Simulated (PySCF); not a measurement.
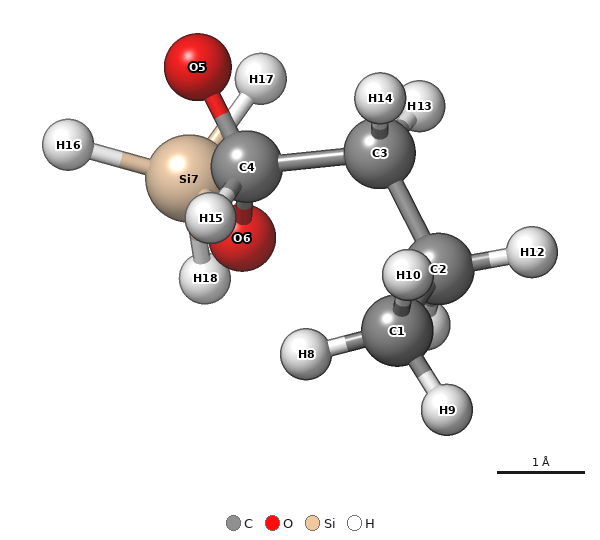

*The structure as given in the input (ball-and-stick view, seen at a tilt; atoms are numbered from 1 in the order of the input).*

## Run report: C$_{4}$H$_{11}$O$_{2}$Si, EPR calculation

System: C$_{4}$H$_{11}$O$_{2}$Si, multiplicity 2.
Method: UKS B3LYP, pcH-1 on C H O Si, non-relativistic, mean-field spin-orbit, GIAO (PySCF 2.14.0).

It belongs to a series of runs on one base structure; here: H added to acyl C.

**What the program printed**
```
UKS, coarse grid
  cycle   1  E = -598.77123303  |g| = 7.42e-01
  cycle   2  E = -598.31098346  |g| = 1.32e+00
  cycle   3  E = -598.96422192  |g| = 2.25e-01
  cycle   4  E = -598.97753708  |g| = 1.66e-01
  cycle   5  E = -598.98707487  |g| = 4.33e-02
  cycle   6  E = -598.98783150  |g| = 2.26e-02
  cycle   7  E = -598.98807650  |g| = 7.74e-03
  cycle   8  E = -598.98811149  |g| = 1.56e-03
  cycle   9  E = -598.98811242  |g| = 5.90e-04
UKS, final grid
  cycle   1  E = -598.98812307  |g| = 7.53e-04
  cycle   2  E = -598.98812268  |g| = 1.26e-03
  cycle   3  E = -598.98812332  |g| = 2.57e-04
  cycle   4  E = -598.98812334  |g| = 5.37e-05
  cycle   5  E = -598.98812335  |g| = 3.27e-05
  cycle   6  E = -598.98812335  |g| = 7.38e-06
E = -598.98812335 Eh   <S^2> = 0.7552 (exact 0.7500)
g shifts (ppm)      1          2          3
  rmc          -268       -268       -268
  gc             -9         26         51
  oz_so          64       6048      17840
  total        -213       5806      17623
hyperfine (MHz)  atom isotope    a_iso     a_fc   dipolar eigenvalues
    0   13C      -0.10      -0.10     -1.00     -0.15      1.15
    1   13C      -2.91      -2.92     -2.32     -2.24      4.56
    2   13C      94.34      94.37    -19.00    -18.63     37.63
    3   13C     -56.01     -56.15     -9.51      0.59      8.92
    4   17O     -43.97     -42.04   -209.51    103.55    105.96
    5   17O       2.43       2.63    -11.94      5.39      6.55
    6  29Si       5.57       5.59     -1.03      0.30      0.73
    7    1H       7.12       7.12     -2.76     -0.71      3.47
    8    1H       5.02       5.02     -1.05     -0.81      1.87
    9    1H      -0.44      -0.44     -1.25     -1.08      2.33
   10    1H       3.53       3.52     -2.67     -1.57      4.24
   11    1H      34.95      34.95     -2.67     -0.35      3.02
   12    1H      -5.08      -5.07     -9.68     -1.27     10.95
   13    1H     -11.69     -11.70     -9.17     -2.59     11.76
   14    1H     312.40     312.37     -7.75     -4.99     12.74
   15    1H      15.31      15.32     -2.70     -2.13      4.84
   16    1H      21.48      21.49     -2.54     -2.03      4.57
   17    1H      -0.52      -0.52     -1.16     -1.00      2.16
```

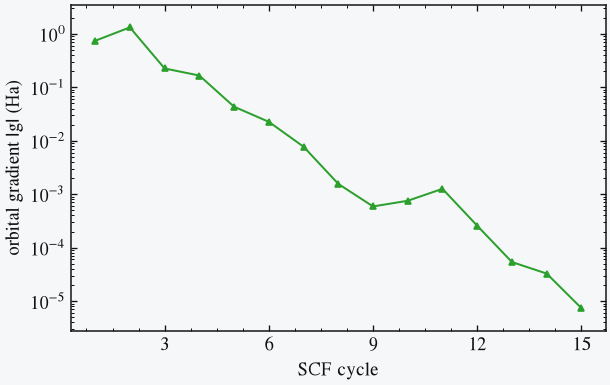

*Convergence of the self-consistent field: orbital gradient |g| against the SCF cycle.*

All cycles printed in the log are drawn one after another.

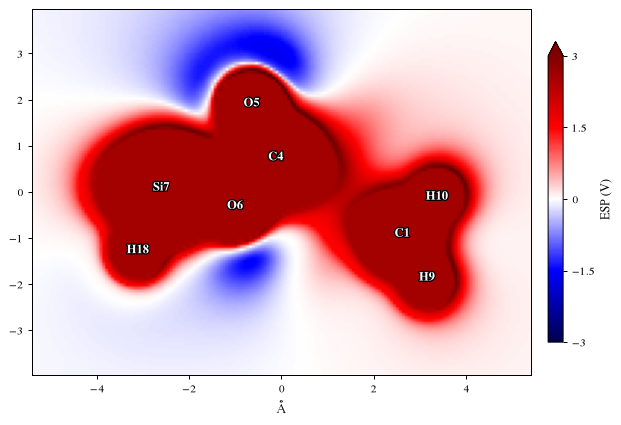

*Electrostatic potential on the plane of atoms O5, C4 and O6.*

Atoms in the plane: C, O, Si and H.

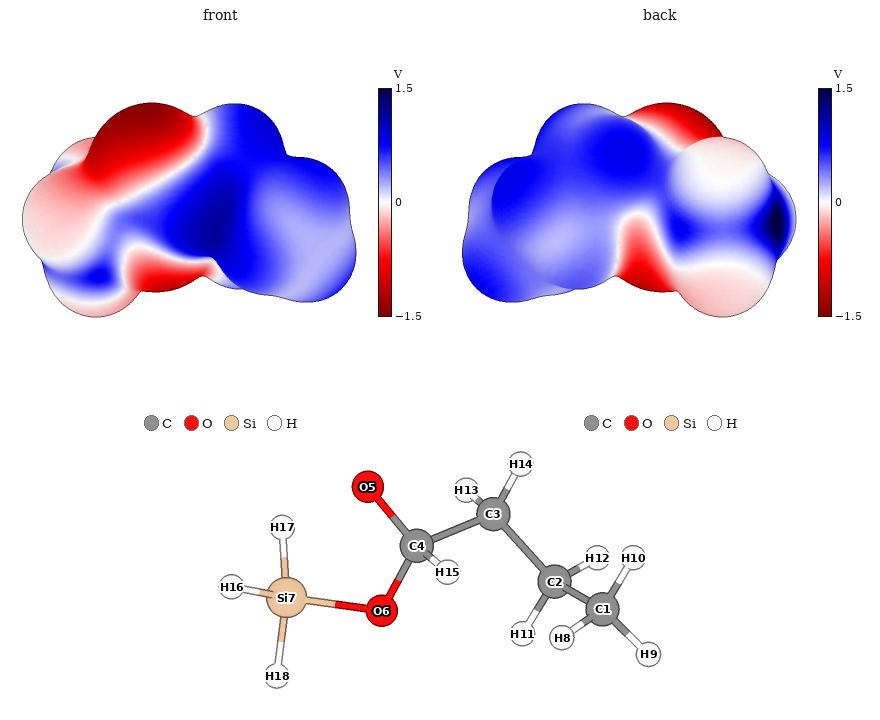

*The molecular electrostatic potential painted on the density surface at 0.002 e/bohr³, seen at a tilt and from behind; red is negative and blue positive. The bare structure is drawn below in the same view.*

The run was set up as follows.

**Input**
```
{"job": {"kind": "epr", "basis": "pcH-1"}, "charge": 0, "multiplicity": 2}
C     -2.417822     0.501088    -0.273548
C     -1.416290    -0.628532    -0.465184
C     -0.454212    -0.785100     0.694452
C      0.609648     0.399984     0.770455
O      1.373057     0.273411     1.792880
O      1.259169     0.478915    -0.445020
Si     2.881526     0.213109    -0.412309
H     -1.910298     1.464000    -0.247552
H     -3.127433     0.519877    -1.097278
H     -2.968856     0.374633     0.655898
H     -0.849691    -0.469747    -1.384374
H     -1.958495    -1.574071    -0.564845
H      0.155616    -1.682148     0.586071
H     -0.965881    -0.805933     1.655717
H     -0.056917     1.298688     0.835812
H      3.568000     1.225389     0.381588
H      3.147726    -1.129821     0.102249
H      3.122395     0.332575    -1.845949
```

The first line tells a small driver script what to run in PySCF; the rest is the geometry in Å.

Run as:
```bash
OMP_NUM_THREADS=1 python <driver script> task.json out
```

**Results in brief**

| quantity | value |
| --- | --- |
| outcome | converged |
| total energy | −598.988123 hartree |
| ⟨S²⟩ | 0.755 |
| isotropic g | 2.0101 |
| hardware | 1 CPU thread, shared host |
| wall time | 95 s |
| peak memory | 0.98 GiB |
